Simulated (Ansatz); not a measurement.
**One shape, several levels: [SiPH4]− (SMILES [SiH2-]P)**

Wanted: a comparison of 6 runs (HF/STO-3G, UPBE0/STO-3G, r2SCAN0/STO-3G, RPA@PBE/STO-3G, BCCD(T)/STO-3G, CCSDT/STO-3G) of [SiPH4]−. 

Program for the calculation: Ansatz 0.2.0.

### 1 The structure to begin with

[SiPH4]−: 6 atoms, total charge -1, spin state singlet. As SMILES, `[SiH2-]P`. The H5–P2 distance was set to 2.063 Å, away from the relaxed value. At this shape a bond of the SMILES string is far longer than usual.

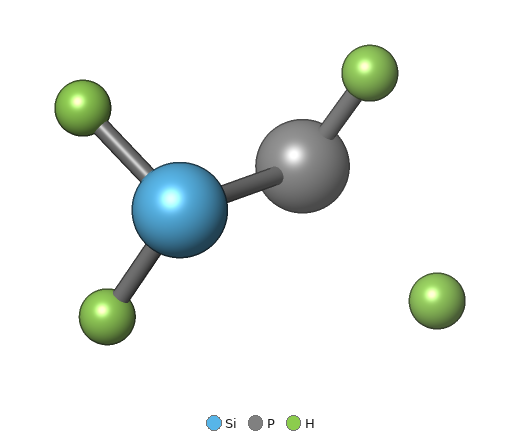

Viewed from a chosen angle; silicon blue, phosphorus grey, hydrogen green.

### 2 A single-point energy at HF/STO-3G (run 1)

File run.yaml:

```yaml
crystal:
  periodic: [false, false, false]
  atoms:
    - {symbol: Si, position_ang: [-0.023650, -1.266870, 0.383570]}
    - {symbol: P, position_ang: [-0.736530, 0.824360, 0.648790]}
    - {symbol: H, position_ang: [-0.768390, -1.847610, 1.553050]}
    - {symbol: H, position_ang: [-1.023380, -1.655130, -0.669670]}
    - {symbol: H, position_ang: [0.407400, 1.565440, -0.899820]}
    - {symbol: H, position_ang: [0.238050, 1.144710, 1.565030]}
basis:
  gaussian:
    orbitals: STO-3G
total_charge: -1
hamiltonian:
  xc: hf
accuracy: high
```

On the command line:

```
$ ansatz run run.yaml --threads 1 --pin off --max-ram 2610MiB --events-out events.jsonl --progress --plain --runs-dir runs
```

The program printed:

```text
Warning: RAYON_NUM_THREADS=1 ignored (pool sized by the plan → 1); use --threads N
Functional definition: HF
  name "HF"
  exchange = exact_x
  correlation = 0
392 factors; integrals over basis functions are off by at most 2.6e-9 eV
mean field evaluation 1: about -16992.8220 eV, gradient 1.3e1 eV
mean field evaluation 2: about -16992.8665 eV, gradient 1.3e1 eV
mean field evaluation 4: about -16993.9326 eV, gradient 1.0e0 eV
mean field evaluation 8: about -16993.9439 eV, gradient 2.1e-2 eV
mean field -16993.94394471 eV, -624.5159210593 hartree, gradient 7.9e-8 eV, S^2 0.000000; 0 other end points of the search recorded, 0 dependent functions left out
reference -16993.94394471 eV, -624.5159210593 hartree; 17, 17 occupied and 5, 5 virtual orbitals, 392 factors
Total energy: -16993.94394471 eV, -624.5159210593 hartree
```

It took 0.12 s on 1 thread of AMD EPYC 9R14 (Zen 4), shared host.

### 3 The energy at UPBE0/STO-3G (run 2)

File molecule.yaml:

```yaml
crystal:
  periodic: [false, false, false]
  atoms:
    - symbol: Si
      position_ang: [-0.023650, -1.266870, 0.383570]
    - symbol: P
      position_ang: [-0.736530, 0.824360, 0.648790]
    - symbol: H
      position_ang: [-0.768390, -1.847610, 1.553050]
    - symbol: H
      position_ang: [-1.023380, -1.655130, -0.669670]
    - symbol: H
      position_ang: [0.407400, 1.565440, -0.899820]
    - symbol: H
      position_ang: [0.238050, 1.144710, 1.565030]
basis:
  gaussian:
    orbitals: STO-3G
total_charge: -1
magnetization:
  spin_polarized: true
  initial_magnetization: 0
hamiltonian:
  xc: {name: PBE0}
accuracy: high
```

On the command line:

```
$ ansatz run molecule.yaml --threads 1 --pin off --max-ram 2610MiB --events-out events.jsonl --progress --plain --runs-dir runs
```

The program printed:

```text
Warning: RAYON_NUM_THREADS=1 ignored (pool sized by the plan → 1); use --threads N
Functional definition: PBE0
  name "PBE0"
  parameter a = 0.25
  parameter kappa = 0.804
  parameter beta = 0.06672455060314922
  exchange = (1 - a)*pbe_x(kappa = kappa, mu = beta*pi^2/3) + a*exact_x
  correlation = pbe_c(beta = beta)
392 factors; integrals over basis functions are off by at most 2.6e-9 eV
mean field evaluation 1: about -17018.0588 eV, gradient 1.6e1 eV
mean field evaluation 2: about -17014.4181 eV, gradient 2.3e1 eV
mean field evaluation 4: about -17020.8095 eV, gradient 3.1e-1 eV
mean field evaluation 8: about -17020.7737 eV, gradient 9.0e-3 eV
mean field evaluation 16: about -17020.7737 eV, gradient 3.0e-8 eV
mean field -17020.77369121 eV, -625.5018960571 hartree, gradient 3.2e-8 eV, S^2 0.000000; 1 other end points of the search recorded, 0 dependent functions left out
reference -17020.77369268 eV, -625.5018961111 hartree; 17, 17 occupied and 5, 5 virtual orbitals, 392 factors
Total energy: -17020.77369268 eV, -625.5018961111 hartree
```

Wall time 1.4 s (1 thread of AMD EPYC 9R14 (Zen 4), shared host); peak memory 0.16 GiB.

Runs 3 to 5 aren't shown in full; the table further down has their settings and results.

### 4 A single-point energy at CCSDT/STO-3G (run 6)

File molecule.yaml:

```yaml
crystal:
  periodic: [false, false, false]
  atoms:
    - {symbol: Si, position_ang: [-0.023650, -1.266870, 0.383570]}
    - {symbol: P, position_ang: [-0.736530, 0.824360, 0.648790]}
    - {symbol: H, position_ang: [-0.768390, -1.847610, 1.553050]}
    - {symbol: H, position_ang: [-1.023380, -1.655130, -0.669670]}
    - {symbol: H, position_ang: [0.407400, 1.565440, -0.899820]}
    - {symbol: H, position_ang: [0.238050, 1.144710, 1.565030]}
basis:
  gaussian:
    orbitals: STO-3G
accuracy: high
total_charge: -1
correlation:
  method: ccsdt
  frozen_orbitals: {H: 0, P: 5, Si: 5}
scf:
  omitted_lower_state_checks: [cluster_reference, increment]
```

On the command line:

```
$ ansatz run molecule.yaml --threads 1 --pin off --max-ram 2610MiB --events-out events.jsonl --progress --plain --runs-dir runs
```

The program printed, shortened:

```text
Warning: RAYON_NUM_THREADS=1 ignored (pool sized by the plan → 1); use --threads N
Functional definition: HF
  name "HF"
[...]
392 factors; integrals over basis functions are off by at most 2.6e-9 eV
[...]
mean field -16993.94394471 eV, -624.5159210593 hartree, gradient 7.9e-8 eV, S^2 0.000000; 0 other end points of the search recorded, 0 dependent functions left out; unrestricted orbitals would lower it
10 core orbitals not correlated: weight in the atoms' cores, before any rotation towards them, 1.000 or more for the frozen orbitals, at most 0.000 for the correlated occupied ones
reference -16993.94394471 eV, -624.5159210593 hartree; 7, 7 occupied and 5, 5 virtual orbitals, 392 factors
second order -2.34591763 eV of doubles, -0.00000000 eV of singles
cycle   1  -3.04634124 eV  change   -7.0e-1 eV  update   9.6e-2
[...]
cycle  26  -3.58046665 eV  change   4.4e-10 eV  update  8.3e-10
Total energy: -16997.52441137 eV, -624.6475007819 hartree
Checks for a lower state left out: cluster_reference, increment
```

Wall time 0.34 s (1 thread of AMD EPYC 9R14 (Zen 4), shared host).

### 5 All runs side by side

```tsv
run	level	frozen core orbitals	energy (Eh)	wall time
1	HF/STO-3G	–	-624.515921	0.12 s
2	UPBE0/STO-3G	–	-625.501896	1.4 s
3	r2SCAN0/STO-3G	–	-625.711071	1.9 s
4	RPA@PBE/STO-3G	10	-624.703350	1.2 s
5	BCCD(T)/STO-3G	10	-624.647135	0.18 s
6	CCSDT/STO-3G	10	-624.647501	0.34 s
```

### 6 Outcome

```
                                           quantity          value
                                run 6: total energy  -624.64750 Eh
run 6: correlation energy (10 core orbitals frozen)     -131.6 mEh
                               run 6: T1 diagnostic          0.019
```

Below the HF energy at the same shape and in the same basis (STO-3G): BCCD(T) -131.2 mEh; CCSDT -131.6 mEh. Totals of different functionals can't be ranked against each other. In runs 5, 6 the log says that unrestricted orbitals would lower the reference, so the values rest on an unstable closed-shell determinant (other closed-shell runs at this shape may share the fault). In runs 1, 2, 3, 4, 5, 6 the basis is minimal, so the values are rough. All runs together took 5.2 s, the longest 1.9 s.
